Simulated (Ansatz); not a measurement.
## Electronic structure of CH8O2Si3 in real space

```tsv
atom	x (Å)	y (Å)	z (Å)
C	-0.8979	-0.5999	0.9712
O	-1.3759	0.6203	0.3870
O	0.1820	-0.2741	-1.5427
Si	0.2709	-3.5357	-0.7808
Si	0.5039	-1.2700	-0.1972
Si	-1.0366	0.8585	-1.2520
H	0.4928	-4.3953	0.4378
H	1.2561	-3.9409	-1.8433
H	-1.1273	-3.7752	-1.2873
H	1.8826	-0.9762	0.3366
H	-0.5214	-0.3882	1.9955
H	-1.7313	-1.3334	1.0761
H	-2.2188	0.5620	-2.1289
H	-0.5637	2.2646	-1.4560
```

Geometry: PBE-D3(BJ)/def2-SVP.

Method: Ansatz 0.2.0, isolated molecule in a Gaussian basis; Kohn-Sham density functional theory, functional PBE0.

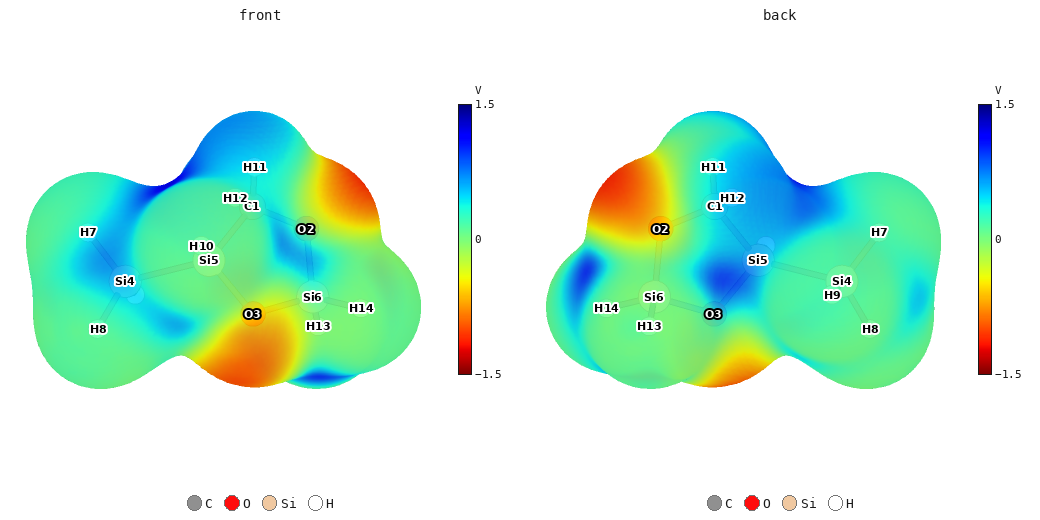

Figure 1. The electrostatic potential painted on the density surface at 0.001 e/bohr³, seen from the front and from behind; red is negative and blue positive.

Describe the electrostatic potential map.

The most negative region (about −1.1 V) lies over O2, the most positive (about +1.1 V) over Si5. O2 is the likeliest acceptor of a hydrogen bond.

How polar is the molecule by this calculation?

Its dipole moment is 1.05 D.

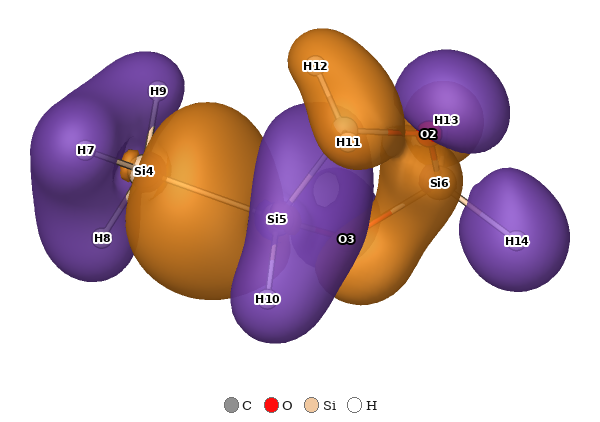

Figure 2. The HOMO at ±0.06 Å⁻³ᐟ² (orange and purple are the two phases), seen from one side.

Describe this orbital and give its energy.

It lies mainly on Si4 (about 25 %), Si5 (about 25 %), C1 (about 15 %), O2 (about 10 %) and O3 (about 10 %). Its energy is −7.93 eV.

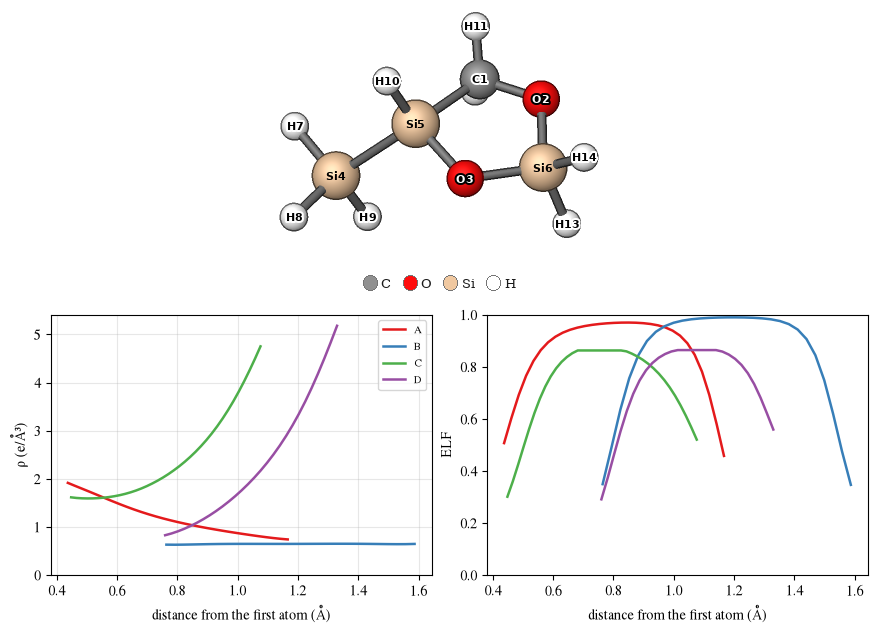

Figure 3. Electron density and ELF along straight lines between neighbouring atoms. The curves leave out the atomic cores. The structure is drawn too.

Which curve belongs to which contact (C–O, C–Si, Si–O and Si–Si)? The first atom named is at distance zero.

Curve A: C–Si (1.94 Å): ρ at the midpoint is about 0.9 e/Å³; the ELF peaks at about 1 between the atoms, as expected for localised, covalent bonding. Curve B: Si–Si (2.35 Å): the density is about 0.65 e/Å³ at the midpoint; the ELF peaks at about 1 between the atoms (a shared electron pair). Curve C: C–O (1.43 Å): ρ is about 1.9 e/Å³ halfway, with its minimum of 1.6 e/Å³ about 0.5 Å from C; the ELF peaks at about 0.85 between the atoms (a polar covalent bond). Curve D: Si–O (1.69 Å): ρ is about 1 e/Å³ halfway; the ELF peaks at about 0.85 between the atoms: a polar covalent bond.

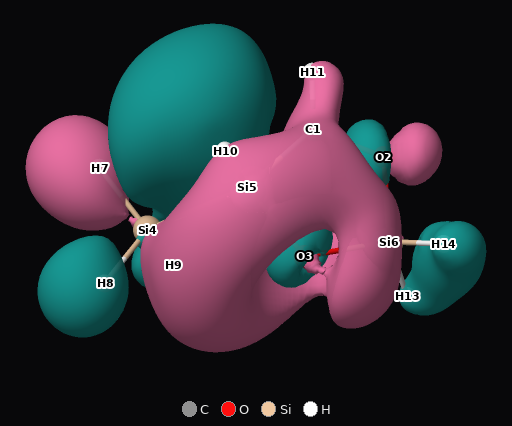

Figure 4. The LUMO at ±0.05 Å⁻³ᐟ² (teal and pink are the two phases), seen at an oblique angle.

Describe this orbital and give its energy.

By Hirshfeld shares it lies mainly on Si5 (about 40 %), Si4 (about 20 %), O3 (about 5 %) and Si6 (about 5 %). Its energy is −0.63 eV.
